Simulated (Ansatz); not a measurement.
F4Ge···H2

```xyz
7

Ge   -0.8030   -0.0307   -0.7353
H     1.7602    0.1135    2.1154
F    -1.6019   -1.4158   -1.2874
F    -1.4412    1.3335   -1.5055
F    -1.0220    0.1146    0.9357
H     2.2618    0.0404    1.5676
F     0.8461   -0.1554   -1.0906
```

The product side of a reaction path; geometry: PBE0-D4/def2-TZVP; a saddle point, not a minimum.

All numbers below come from Ansatz 0.2.0, RKS PBE0-D4/def2-TZVPP.

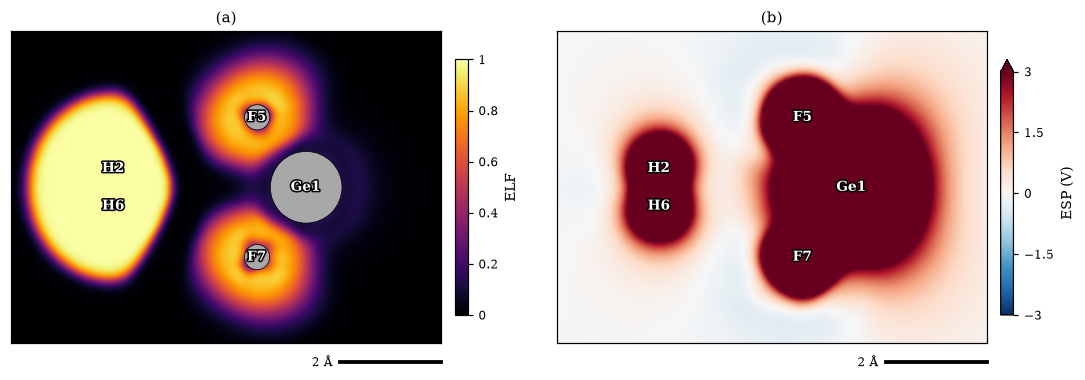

Figure 1. (a) electron localisation function; (b) molecular electrostatic potential on the plane of atoms F5, Ge1 and F7. Grey discs cover the atomic cores in the ELF map.

Question: Read the bonding off the picture.

Answer: The section cuts through Ge, H and F sites.
Ge1···H6 (3.83 Å): the ELF dips to about 0 between them: a non-bonded, intermolecular contact.
Ge–F (1.69 Å): the ELF peaks at about 0.80 in the valence shell of F, 0.5 Å from its nucleus, and is about 0.25 at the midpoint.
H–H (0.75 Å): the ELF peaks at about 1 between the atoms.
The ELF also peaks beside F7 and F5, away from the bonds: lone-pair regions.
Outside the dense part of the complex the potential is most negative (−0.4 V) near F5 and F7.

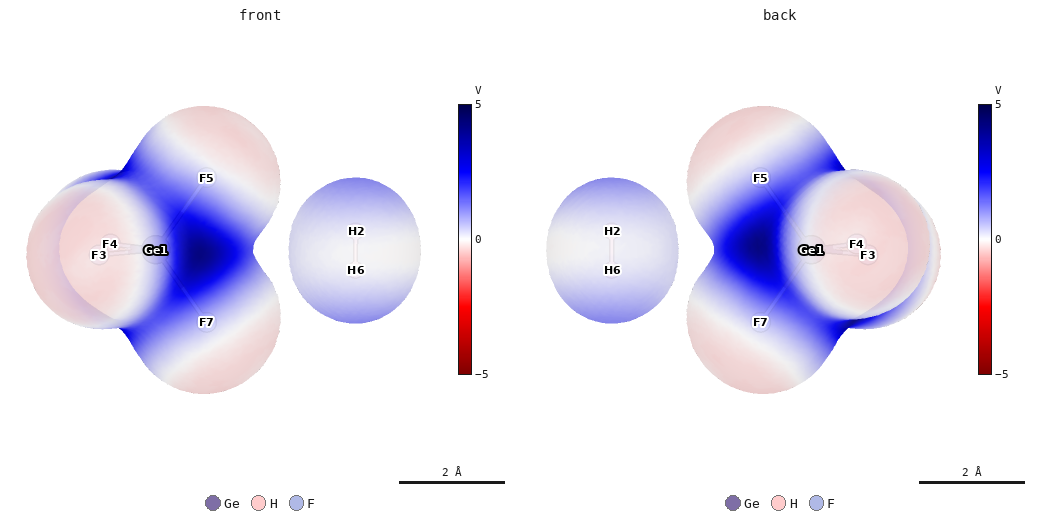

Figure 2. The molecular electrostatic potential painted on the density surface at 0.004 e/bohr³, seen from the front and from behind; the colour scale runs from red (negative) to blue (positive).

Question: Where is the surface potential most negative and most positive?

Answer: The most negative region (about −0.3 V) lies over F3, F4, F5 and F7, the most positive (about +4.1 V) over Ge1.

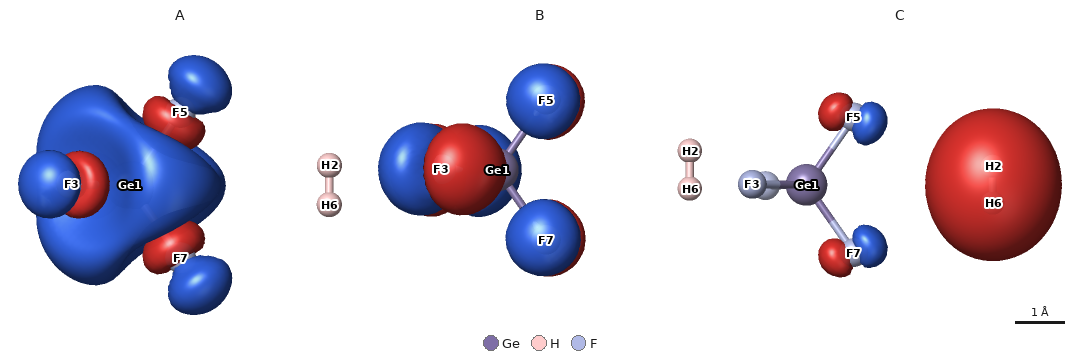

Figure 3. Three frontier orbitals at ±0.08 Å⁻³ᐟ² (red and blue are the two phases), in no order.

Question: Which picture is the HOMO−1, the HOMO and the LUMO?

Answer: B is the HOMO−1 (−12.68 eV). By Hirshfeld shares it lies mainly on F3 (about 35 %), F4 (about 35 %), F5 (about 10 %) and F7 (about 10 %); largely a combination of lone pairs on F3, F4, F5 and F7. C is the HOMO (−11.97 eV). Its weight (Hirshfeld) is mainly on H2 (about 50 %) and H6 (about 50 %). A is the LUMO (−1.72 eV). It lies mainly on Ge1 (about 50 %), F3 (about 15 %), F4 (about 15 %), F5 (about 10 %) and F7 (about 10 %).

Question: What is the HOMO–LUMO gap?

Answer: 10.25 eV between the orbital energies.

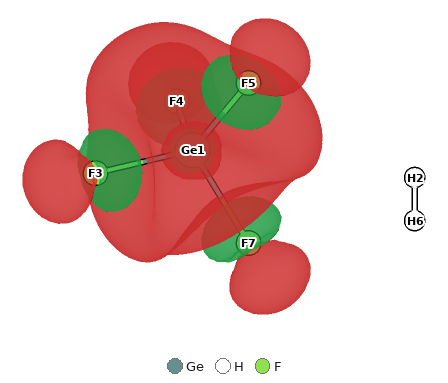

Figure 4. One frontier orbital at ±0.08 Å⁻³ᐟ² (green and red are the two phases), seen at a tilt.

Question: Which orbital is it: HOMO or LUMO?

Answer: The LUMO, at −1.72 eV. By Hirshfeld shares it lies mainly on Ge1 (about 50 %), F3 (about 15 %), F4 (about 15 %), F5 (about 10 %) and F7 (about 10 %).
